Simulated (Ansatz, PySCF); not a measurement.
Breaking the C4–H7 bond in C2H6Se (SMILES CC[SeH]) (multiplicity 1 held, fragments rigid). Energies count from the point at 1.090 Å.
Geometry at that point (charge 0, multiplicity 1):
```csv
atom,x (Å),y (Å),z (Å)
Se,-0.5550,-0.2121,0.5536
H,-1.5261,-0.0592,-0.5427
C,1.0321,-0.2479,-0.6291
C,1.2488,1.0370,-1.4077
H,0.9338,-1.1110,-1.2841
H,1.8562,-0.4434,0.0569
H,1.3446,1.8920,-0.7383
H,0.4158,1.2333,-2.0844
H,2.1598,0.9663,-2.0093
```

R- and RO- levels are restricted; in cc, def2 and unpolarised 6-31G sets they are followed outwards from rest. Unrestricted levels (U-) break spin symmetry where that is lower. Curves can end on different states.

Correlated levels freeze the cores. Filled d and f shells under p-block atoms count as core. Rows in LANL2DZ carry no dispersion term and start afresh at each structure. LANL2DZ brings its own core potentials from Na on.

Programs: Ansatz (Gaussian basis) for Hartree–Fock, density functionals and correlated methods; PySCF for LANL2DZ rows. Values without a source in brackets are computed.

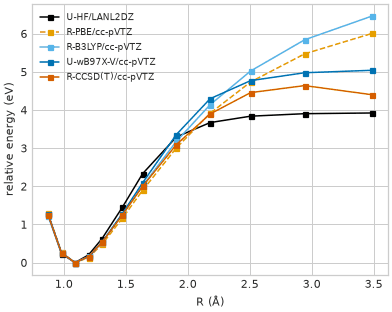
Figure: Relative energy along the coordinate

Read off the U-HF/LANL2DZ curve at R = 2.507.

about 3.8 eV

Doubts at one or more of the structures used: a spin-contaminated determinant (U-HF/LANL2DZ, U-wB97X-V/cc-pVTZ); a restricted determinant that unrestricted orbitals would lower (R-PBE/cc-pVTZ, R-B3LYP/cc-pVTZ, R-CCSD(T)/cc-pVTZ); other coupled-cluster roots lie near (R-CCSD(T)/cc-pVTZ); T1 above 0.05 (R-CCSD(T)/cc-pVTZ).

Ansatz is an electronic-structure program.
